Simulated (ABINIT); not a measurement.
Band structure of SnAs (Fm-3m, 2 atoms in the cell).

```
SnAs
1.0
    0.00000     2.87687     2.87687
    2.87687     0.00000     2.87687
    2.87687     2.87687     0.00000
Sn As
1 1
Direct
  0.50000   0.50000   0.50000
  0.00000   0.00000   0.00000
```

Method of the run: PBEsol, PAW (JTH v2.0 PBE PAW, files made for PBE) (plane waves; ABINIT).

Settings: pseudos = [Sn.GGA_PBE-JTH.xml, As.GGA_PBE-JTH.xml]; ecut = 544 eV; pawecutdg = 1088 eV; pawxcdev = 0; ixc = -116133; occopt = 7; tsmear = 0.00734986 Ha; ngkpt = 10 10 10; nshiftk = 1; shiftk = 0 0 0; potentials = JTH v2.0 PBE PAW; kptopt = 1; nstep = 60.

The starting cell comes from a database of computed structures (which also holds hypothetical and non-ambient phases and stackings), without a prior relaxation at this level. The potentials were made for another functional than the one used.

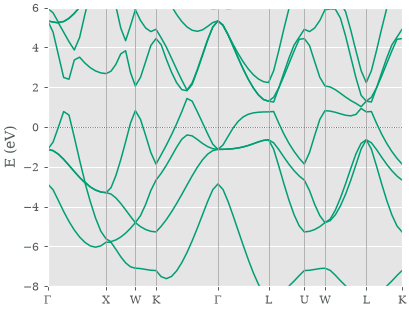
Bands along the path, energies from the Fermi level.

Levels in eV from the Fermi level, bands 12 to 19:
| point | 12 | 13 | 14 | 15 | 16 | 17 | 18 | 19 |
|---|---|---|---|---|---|---|---|---|
| Γ | -2.86 | -1.12 | -1.12 | -1.12 | 5.33 | 5.33 | 5.33 | 5.97 |
| X | -5.79 | -5.63 | -3.30 | -3.30 | 2.68 | 7.34 | 7.34 | 8.83 |
| W | -7.09 | -4.80 | -4.80 | 0.82 | 2.06 | 5.89 | 5.89 | 8.64 |
| K | -7.21 | -5.27 | -2.67 | -1.86 | 4.44 | 4.91 | 5.99 | 7.57 |
| L | -8.48 | -0.64 | -0.64 | 0.76 | 1.30 | 1.30 | 2.23 | 9.63 |
| U | -7.21 | -5.27 | -2.67 | -1.86 | 4.44 | 4.91 | 5.99 | 7.57 |

Bands cross the Fermi level along this path, so the cell is metallic at this level.
